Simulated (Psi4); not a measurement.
# Excited-state calculation of GeH4O (part 2 of 4)

GeH4O (Ge(OH)H3), SMILES [H][Ge]([H])([H])[OH]; EOM-CCSD/LANL2DZ, RHF, core potentials LANL2DZ (Psi4 1.11). The geometry comes from this level: GFN2-xTB.

Geometry of the input (Å):
```
Ge -0.0619  -0.1186  -0.4335
O  -0.0675  -0.1025  1.3007
H  0.3395  0.6349  1.7493
H  1.3553  -0.1188  -0.9300
H  -0.7883  1.0899  -0.9457
H  -0.7770  -1.3849  -0.7408
```

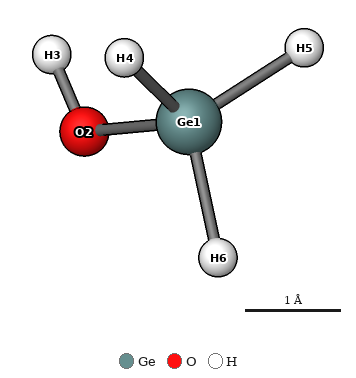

The input geometry (ball-and-stick view, seen at a tilt; atoms are numbered from 1 in the order of the input). Sticks mark near contacts.

## Output, continued
```
Iter=1    L=4     Root    EOM Energy     Delta E   Res. Norm    Conv?
                     1   0.3623654802   3.62e-01    3.36e-01      N
                     2   0.3927961926   3.93e-01    3.07e-01      N
                     3   0.4354739635   4.35e-01    3.03e-01      N
                     4   0.4445116921   4.45e-01    3.24e-01      N
Iter=2    L=8     Root    EOM Energy     Delta E   Res. Norm    Conv?
                     1   0.2772824646  -8.51e-02    8.11e-02      N
                     2   0.3149435988  -7.79e-02    8.12e-02      N
                     3   0.3689814388  -6.65e-02    7.64e-02      N
                     4   0.3741985988  -7.03e-02    7.47e-02      N
Iter=3    L=12    Root    EOM Energy     Delta E   Res. Norm    Conv?
                     1   0.2726503868  -4.63e-03    3.13e-02      N
                     2   0.3101981385  -4.75e-03    3.19e-02      N
                     3   0.3650125898  -3.97e-03    2.77e-02      N
                     4   0.3703005253  -3.90e-03    2.72e-02      N
Iter=4    L=16    Root    EOM Energy     Delta E   Res. Norm    Conv?
                     1   0.2720441657  -6.06e-04    1.35e-02      N
                     2   0.3096395424  -5.59e-04    1.29e-02      N
                     3   0.3642927679  -7.20e-04    1.35e-02      N
                     4   0.3697418930  -5.59e-04    1.20e-02      N
Iter=5    L=20    Root    EOM Energy     Delta E   Res. Norm    Conv?
                     1   0.2718140968  -2.30e-04    8.12e-03      N
                     2   0.3094390471  -2.00e-04    7.77e-03      N
                     3   0.3640206110  -2.72e-04    1.05e-02      N
                     4   0.3695403230  -2.02e-04    8.95e-03      N
Iter=6    L=24    Root    EOM Energy     Delta E   Res. Norm    Conv?
                     1   0.2717236387  -9.05e-05    3.83e-03      N
                     2   0.3093562514  -8.28e-05    3.97e-03      N
                     3   0.3639044663  -1.16e-04    8.61e-03      N
                     4   0.3694250712  -1.15e-04    7.25e-03      N
Iter=7    L=28    Root    EOM Energy     Delta E   Res. Norm    Conv?
                     1   0.2716995835  -2.41e-05    1.57e-03      N
                     2   0.3093321420  -2.41e-05    1.71e-03      N
                     3   0.3636965651  -2.08e-04    1.01e-02      N
                     4   0.3693379162  -8.72e-05    4.71e-03      N
Iter=8    L=32    Root    EOM Energy     Delta E   Res. Norm    Conv?
                     1   0.2716986415  -9.42e-07    6.24e-04      N
                     2   0.3093302352  -1.91e-06    8.49e-04      N
                     3   0.3634874176  -2.09e-04    1.11e-02      N
                     4   0.3693049368  -3.30e-05    3.22e-03      N
Iter=9    L=36    Root    EOM Energy     Delta E   Res. Norm    Conv?
                     1   0.2716988460   2.04e-07    2.67e-04      N
                     2   0.3093285244  -1.71e-06    4.38e-04      N
                     3   0.3633894304  -9.80e-05    7.40e-03      N
                     4   0.3693069492   2.01e-06    2.15e-03      N
Iter=10   L=40    Root    EOM Energy     Delta E   Res. Norm    Conv?
                     1   0.2716984102  -4.36e-07    1.15e-04      N
                     2   0.3093287984   2.74e-07    2.15e-04      N
                     3   0.3633397530  -4.97e-05    5.33e-03      N
                     4   0.3693028831  -4.07e-06    1.46e-03      N
Iter=11   L=44    Root    EOM Energy     Delta E   Res. Norm    Conv?
                     1   0.2716986702   2.60e-07    4.84e-05      Y
                     2   0.3093291965   3.98e-07    1.03e-04      N
                     3   0.3633027401  -3.70e-05    3.81e-03      N
                     4   0.3692960806  -6.80e-06    9.66e-04      N
Iter=12   L=47    Root    EOM Energy     Delta E   Res. Norm    Conv?
                     1   0.2716986800   9.78e-09    4.85e-05      Y
                     2   0.3093290410  -1.56e-07    5.35e-05      Y
                     3   0.3632960752  -6.66e-06    1.82e-03      N
                     4   0.3692956685  -4.12e-07    4.97e-04      N
Iter=13   L=49    Root    EOM Energy     Delta E   Res. Norm    Conv?
                     1   0.2716986777  -2.27e-09    4.85e-05      Y
                     2   0.3093290668   2.58e-08    5.19e-05      Y
                     3   0.3632889162  -7.16e-06    1.12e-03      N
                     4   0.3692958851   2.17e-07    2.99e-04      N
Iter=14   L=8     Root    EOM Energy     Delta E   Res. Norm    Conv?
                     1   0.2716986777   2.80e-14    4.85e-05      Y
                     2   0.3093290668   2.15e-14    5.19e-05      Y
                     3   0.3632889162   2.78e-15    1.12e-03      N
                     4   0.3692958851  -7.72e-15    2.99e-04      N
Iter=15   L=10    Root    EOM Energy     Delta E   Res. Norm    Conv?
                     1   0.2716986895   1.18e-08    4.86e-05      Y
                     2   0.3093290678   9.70e-10    5.18e-05      Y
                     3   0.3632845999  -4.32e-06    8.52e-04      N
                     4   0.3692959177   3.26e-08    2.07e-04      N
Iter=16   L=12    Root    EOM Energy     Delta E   Res. Norm    Conv?
                     1   0.2716986933   3.84e-09    4.79e-05      Y
                     2   0.3093290597  -8.11e-09    5.15e-05      Y
                     3   0.3632848223   2.22e-07    5.05e-04      N
                     4   0.3692957542  -1.64e-07    1.31e-04      N
Iter=17   L=14    Root    EOM Energy     Delta E   Res. Norm    Conv?
                     1   0.2716986938   4.22e-10    4.77e-05      Y
                     2   0.3093290501  -9.53e-09    5.13e-05      Y
                     3   0.3632851706   3.48e-07    3.08e-04      N
                     4   0.3692958479   9.37e-08    7.94e-05      Y
Iter=18   L=15    Root    EOM Energy     Delta E   Res. Norm    Conv?
                     1   0.2716986440  -4.98e-08    4.74e-05      Y
                     2   0.3093290499  -2.45e-10    5.13e-05      Y
                     3   0.3632852196   4.90e-08    1.44e-04      N
                     4   0.3692958123  -3.56e-08    4.77e-05      Y
Iter=19   L=16    Root    EOM Energy     Delta E   Res. Norm    Conv?
                     1   0.2716986407  -3.29e-09    4.77e-05      Y
                     2   0.3093290487  -1.19e-09    5.12e-05      Y
                     3   0.3632849621  -2.58e-07    6.94e-05      Y
                     4   0.3692958277   1.54e-08    3.58e-05      Y
Collapsing to only 4 vector(s).

Procedure converged for 4 root(s).
Energy written to CC_INFO:Etot  -80.6292737349
States per irrep written to CC_INFO.
EOM CCSD R0 for root 0 =   0.00002190235
EOM CCSD R0 for root 1 =  -0.01047256828
EOM CCSD R0 for root 2 =  -0.00002452781
EOM CCSD R0 for root 3 =   0.00718238061

Final Energetic Summary for Converged Roots of Irrep A
                     Excitation Energy              Total Energy
                (eV)     (cm^-1)     (au)             (au)
EOM State 1      7.393    59631.0   0.2716986407   -80.726870921851

Largest components of excited wave function #1:
 RIA (libdpd indices) : (cscf notation)
         7 >   0      :        8a >     9a :    0.6292193125
         4 >   0      :        5a >     9a :   -0.2048547766
         7 >   3      :        8a >    12a :    0.0919910910
         4 >   3      :        5a >    12a :   -0.0830783014
         7 >   4      :        8a >    13a :   -0.0622084413
 RIjAb (libdpd indices)     : (cscf notation)
        4   7 >   0   2     :     5a     8a >     9a    11a :   -0.0463184109
        7   4 >   2   0     :     8a     5a >    11a     9a :   -0.0463184109
        4   5 >   0   0     :     5a     6a >     9a     9a :   -0.0335546119
        5   4 >   0   0     :     6a     5a >     9a     9a :   -0.0335546119
        4   7 >   0   8     :     5a     8a >     9a    17a :   -0.0304163597
EOM State 2      8.417    67889.9   0.3093290487   -80.689240513877

Largest components of excited wave function #2:
 RIA (libdpd indices) : (cscf notation)
         6 >   0      :        7a >     9a :    0.6212836615
         5 >   0      :        6a >     9a :   -0.2034630495
         6 >   3      :        7a >    12a :    0.0796110121
         3 >   0      :        4a >     9a :    0.0735524344
         5 >   3      :        6a >    12a :   -0.0727916070
 RIjAb (libdpd indices)     : (cscf notation)
        5   6 >   0   0     :     6a     7a >     9a     9a :    0.0497395694
        6   5 >   0   0     :     7a     6a >     9a     9a :    0.0497395694
        5   5 >   0   0     :     6a     6a >     9a     9a :   -0.0453874496
        5   5 >   0   7     :     6a     6a >     9a    16a :   -0.0289725542
        5   5 >   7   0     :     6a     6a >    16a     9a :   -0.0289725542
EOM State 3      9.885    79731.8   0.3632849621   -80.635284600490

Largest components of excited wave function #3:
 RIA (libdpd indices) : (cscf notation)
         4 >   0      :        5a >     9a :   -0.4330585123
         7 >   1      :        8a >    10a :    0.2748247051
         7 >   4      :        8a >    13a :   -0.2380806235
         7 >   0      :        8a >     9a :   -0.2263869494
         7 >   3      :        8a >    12a :    0.1777999252
 RIjAb (libdpd indices)     : (cscf notation)
        7   7 >   0   2     :     8a     8a >     9a    11a :    0.0424000838
        7   7 >   2   0     :     8a     8a >    11a     9a :    0.0424000838
        6   7 >   0   3     :     7a     8a >     9a    12a :   -0.0328698355
        7   6 >   3   0     :     8a     7a >    12a     9a :   -0.0328698355
        6   7 >   3   0     :     7a     8a >    12a     9a :   -0.0322380030
EOM State 4     10.049    81051.1   0.3692958277   -80.629273734852

Largest components of excited wave function #4:
 RIA (libdpd indices) : (cscf notation)
         5 >   0      :        6a >     9a :    0.5460856597
         6 >   0      :        7a >     9a :    0.2380567194
         7 >   2      :        8a >    11a :   -0.2329085342
         6 >   1      :        7a >    10a :   -0.1321809762
         5 >   3      :        6a >    12a :    0.0939991423
 RIjAb (libdpd indices)     : (cscf notation)
        6   6 >   0   0     :     7a     7a >     9a     9a :    0.0503159067
        5   5 >   0   0     :     6a     6a >     9a     9a :    0.0452723148
        5   6 >   0   3     :     6a     7a >     9a    12a :   -0.0451676127
        6   5 >   3   0     :     7a     6a >    12a     9a :   -0.0451676127
        5   6 >   3   0     :     6a     7a >    12a     9a :   -0.0350739980

	Putting into environment energy for root of R irrep 1 and root 4.
	Putting into environment CURRENT ENERGY:              -80.6292737349

	Total # of sigma evaluations: 57

			**************************
			*        CCLAMBDA        *
			**************************

	Nuclear Rep. energy (wfn)     =   25.388237287108549
	Reference           (wfn)     =                    0
	SCF energy          (wfn)     =  -80.805376165782491
	Reference energy    (CC_INFO) =  -80.805376165782519
	CCSD energy         (CC_INFO) =   -0.193193396773243
	Total CCSD energy   (CC_INFO) =  -80.998569562555758

	Input parameters:
	-----------------
	Maxiter           =     50
	Convergence       = 1.0e-04
	Restart           =     No
	Cache Level       =     2
	Model III         =     No
	DIIS              =     Yes
	AO Basis          =     No
	ABCD              =     NEW
	Local CC          =     No
	Parameters for left-handed eigenvectors:
	    Irr   Root  Ground-State?    EOM energy        R0
	  1   0     0        Yes       0.0000000000   1.0000000000
	  2   0     1         No       0.2716986407   0.0000219024
	  3   0     2         No       0.3093290487  -0.0104725683
	  4   0     3         No       0.3632849621  -0.0000245278
	  5   0     4         No       0.3692958277   0.0071823806
	Labels for eigenvector 1:
	LIA 0 -1, Lia 0 -1, LIJAB 0 -1, Lijab 0 -1, LIjAb 0 -1, 2LIjAb - LIjbA 0 -1
	Labels for eigenvector 2:
	LIA 0 0, Lia 0 0, LIJAB 0 0, Lijab 0 0, LIjAb 0 0, 2LIjAb - LIjbA 0 0
	Labels for eigenvector 3:
	LIA 0 1, Lia 0 1, LIJAB 0 1, Lijab 0 1, LIjAb 0 1, 2LIjAb - LIjbA 0 1
	Labels for eigenvector 4:
	LIA 0 2, Lia 0 2, LIJAB 0 2, Lijab 0 2, LIjAb 0 2, 2LIjAb - LIjbA 0 2
	Labels for eigenvector 5:
	LIA 0 3, Lia 0 3, LIJAB 0 3, Lijab 0 3, LIjAb 0 3, 2LIjAb - LIjbA 0 3
	Deleting old CC_LAMBDA data.
	Symmetry of left-hand state: A
	Symmetry of left-hand eigenvector: A

	          Solving Lambda Equations
	          ------------------------
	Iter     PseudoEnergy or Norm         RMS
	----     ---------------------     --------
	   0        -0.193383614183568    0.000e+00
	   1        -0.192720271951343    2.176e-02
	   2        -0.191670189656523    3.528e-03
	   3        -0.191475826329670    1.935e-03
	   4        -0.191405898518650    5.474e-04
	   5        -0.191411759601444    1.497e-04
	   6        -0.191414580986293    3.687e-05

	Largest LIA Amplitudes:
	          4   2         0.0161530344
	          5   1        -0.0087481944
	          5   0        -0.0081685992
	          3   1         0.0061856816
	          2   3         0.0050163097
	          7  13        -0.0048451467
	          3  10        -0.0047294264
	          6  14        -0.0045769963
	          3   3         0.0042048451
	          5  14        -0.0038765973

	Largest LIjAb Amplitudes:
	  6   6   3   3        -0.0335167105
	  4   4   8   8        -0.0261087724
	  3   3   4   4        -0.0256038424
	  7   7   8   8        -0.0254043320
	  4   7   8   8         0.0252500192
	  7   4   8   8         0.0252500192
	  7   7   2   2        -0.0249450416
	  5   5   9   9        -0.0239950795
	  7   7   3   3        -0.0230781944
	  5   6   9   9         0.0204158791

	Iterations converged.

	Overlap <L|e^T> =        0.91026788352
	Symmetry of left-hand state: A
	Symmetry of left-hand eigenvector: A
	Initial overlap of initial guess <L|R> =    0.9999999986
	Checking overlap of initial guess <L|R> =    1.0000000000

	          Solving Lambda Equations
	          ------------------------
	Iter     PseudoEnergy or Norm         RMS
	----     ---------------------     --------
	   0         0.000003371814176    3.687e-05
	   1         0.000008874231684    4.449e-02
	   2         0.000008127138450    1.452e-02
	   3         0.000008534655046    3.032e-03
	   4         0.000008748790550    1.590e-03
	   5         0.000008778520788    5.999e-04
	   6         0.000008847949723    3.139e-04
	   7         0.000008842812369    1.690e-04
	   8         0.000008858029369    8.748e-05

	Initial  <L|R>  =        0.9819600159
	Normalizing L...
	L0 * R0 =        0.0000000000
	L1 * R1 =        0.9303830205
	L2 * R2 =        0.0696169795
	 <L|R>  =        1.0000000000
	Pseudoenergy or Norm of normalized L =    0.000009020763804

	Largest LIA Amplitudes:
	          7   0         0.6268389795
	          4   0        -0.1991387788
	          7   3         0.0921669656
	          4   3        -0.0841219355
	          7   4        -0.0609060812
	          7   7         0.0603419851
	          4   4         0.0597961399
	          7   6        -0.0263980851
	          4   7        -0.0227736586
	          4   1        -0.0226906579

	Largest LIjAb Amplitudes:
	  4   7   0   2        -0.0456587819
	  7   4   2   0        -0.0456587819
	  4   5   0   0        -0.0353323734
	  5   4   0   0        -0.0353323734
	  4   7   0   8        -0.0337669313
	  7   4   8   0        -0.0337669313
	  7   7   0   8         0.0308713583
	  7   7   8   0         0.0308713583
	  4   4   0   8         0.0275119128
	  4   4   8   0         0.0275119128

	Iterations converged.

	Symmetry of left-hand state: A
	Symmetry of left-hand eigenvector: A
	Initial overlap of initial guess <L|R> =    0.9997305935
	Checking overlap of initial guess <L|R> =    1.0000000000

	          Solving Lambda Equations
	          ------------------------
	Iter     PseudoEnergy or Norm         RMS
	----     ---------------------     --------
	   0        -0.002050189322704    8.748e-05
	   1        -0.003882008873212    4.068e-02
	   2        -0.003727817126955    1.342e-02
	   3        -0.003891575291731    2.887e-03
	   4        -0.003925998735468    1.681e-03
	   5        -0.003946800437647    7.257e-04
	   6        -0.003951120198817    4.505e-04
	   7        -0.003961881435981    2.459e-04
	   8        -0.003967215527544    1.236e-04
	   9        -0.003968360777476    4.773e-05

	Initial  <L|R>  =        0.9836986928
	Normalizing L...
	L0 * R0 =       -0.0000000000
	L1 * R1 =        0.9306487302
	L2 * R2 =        0.0693512698
	 <L|R>  =        1.0000000000
	Pseudoenergy or Norm of normalized L =   -0.004034122243535

	Largest LIA Amplitudes:
	          6   0         0.6200129814
	          5   0        -0.1988862712
	          6   3         0.0786307261
	          5   3        -0.0735888812
	          3   0         0.0716542865
	          5   4         0.0678506775
	          6   4        -0.0589403015
	          7   2         0.0536235405
	          6   7         0.0529469726
	          4   2        -0.0364283189

	Largest LIjAb Amplitudes:
	  5   6   0   0         0.0493161899
	  6   5   0   0         0.0493161899
	  5   5   0   0        -0.0466692695
	  5   5   0   7        -0.0308643516
	  5   5   7   0        -0.0308643516
	  5   5   0   3        -0.0284785302
	  5   5   3   0        -0.0284785302
	  5   6   0   9        -0.0266371081
	  6   5   9   0        -0.0266371081
	  5   6   0   1         0.0263285523

	Iterations converged.

	Symmetry of left-hand state: A
	Symmetry of left-hand eigenvector: A
	Initial overlap of initial guess <L|R> =    0.9999999989
	Checking overlap of initial guess <L|R> =    1.0000000000

	          Solving Lambda Equations
	          ------------------------
	Iter     PseudoEnergy or Norm         RMS
	----     ---------------------     --------
	   0        -0.000006691927805    4.773e-05
	   1        -0.000007800942743    3.415e-02
	   2        -0.000011342250474    1.015e-02
	   3        -0.000010753834741    2.799e-03
	   4        -0.000011110345850    1.238e-03
	   5        -0.000010852805428    6.026e-04
	   6        -0.000010869544098    4.210e-04
	   7        -0.000010745090223    3.608e-04
	   8        -0.000010715758180    3.056e-04
	   9        -0.000010544721840    2.581e-04
	  10        -0.000010459122704    2.098e-04
	  11        -0.000010290079882    1.762e-04
	  12        -0.000010196562199    1.528e-04
	  13        -0.000009991519551    1.348e-04
	  14        -0.000009892361147    1.122e-04
	  15        -0.000009815356904    9.249e-05

	Initial  <L|R>  =        0.9889191740
	Normalizing L...
	L0 * R0 =       -0.0000000000
	L1 * R1 =        0.9329262472
	L2 * R2 =        0.0670737528
	 <L|R>  =        1.0000000000
	Pseudoenergy or Norm of normalized L =   -0.000009925337846

	Largest LIA Amplitudes:
	          4   0        -0.4396346813
	          7   1         0.2635999716
	          7   4        -0.2352619270
	          7   0        -0.2307395865
	          7   3         0.1756469362
	          4   4         0.1442222521
	          4   1        -0.1256111962
	          4   3        -0.1051575300
	          6   2         0.0917509312
	          7   7        -0.0450823423

	Largest LIjAb Amplitudes:
	  7   7   0   2         0.0408692358
	  7   7   2   0         0.0408692358
	  6   7   0   3        -0.0338502295
	  7   6   3   0        -0.0338502295
	  6   7   3   0        -0.0327662773
	  7   6   0   3        -0.0327662773
	  6   7   0   1        -0.0260471545
	  7   6   1   0        -0.0260471545
	  3   4   4   4         0.0224539108
	  4   3   4   4         0.0224539108

	Iterations converged.
```
